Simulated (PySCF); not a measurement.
Molecule: C₆H₆F₂, SMILES C=C(F)/C=C/C=C/F.

```xyz
14

C      3.0670     0.4431    -0.1585
C      1.8469     0.3184     0.3782
F      1.7003     0.4213     1.7058
C      0.6157     0.0714    -0.3409
C     -0.5854    -0.0632     0.2595
C     -1.8185    -0.3090    -0.4464
C     -2.9929    -0.4492     0.1803
F     -4.1190    -0.6759    -0.4783
H      3.9352     0.6254     0.4752
H      3.1977     0.3629    -1.2371
H      0.7029    -0.0045    -1.4284
H     -0.6297     0.0150     1.3509
H     -1.8035    -0.3874    -1.5380
H     -3.1336    -0.3936     1.2647
```

GIAO shifts, B3LYP/pcSseg-1 in PySCF, at a PBE0-D3(BJ)/def2-SVP geometry (no frequency check), against TMS for ¹³C and CFCl₃ for ¹⁹F computed at the same level (¹⁹F: this reference is a hard case for the method, so all values can be off together by tens of ppm, and differences between signals are safer). Gas phase, fully decoupled, line heights follow the number of nuclei, widths are arbitrary (no quadrupolar broadening); values of one conformer, averaged over methyl-type rotors and exact or near symmetry; other conformers aren't averaged in.

Q: Which ¹³C signals does it give?

A: 6 signals.


```csv
δ (ppm),nuclei,atoms
172.8,1,C2
165.6,1,C7
131.5,1,C5
129.7,1,C4
120.1,1,C6
98.4,1,C1
```

The order of signals that lie close, as those under 2 ppm apart, is within the error of the method.

Q: Predict the ¹⁹F spectrum.

A: 2 signals.


```csv
δ (ppm),nuclei,atoms
−108.5,1,F8
−116.8,1,F3
```

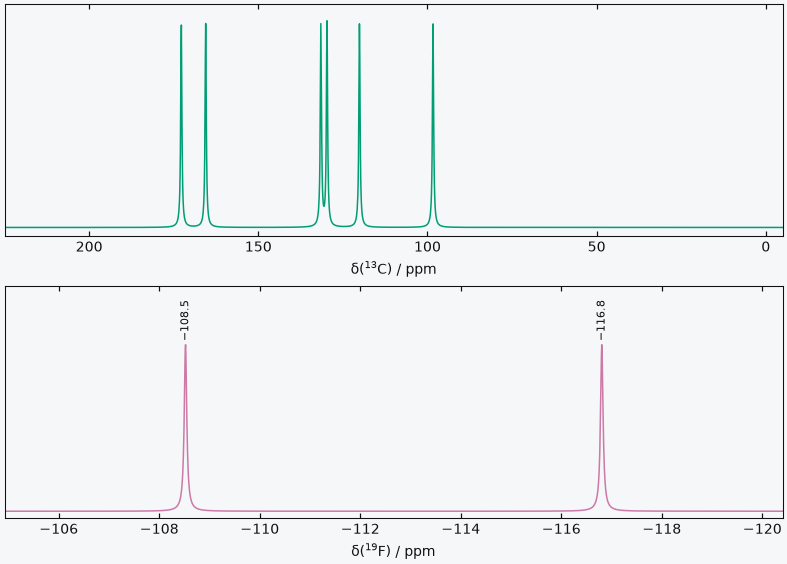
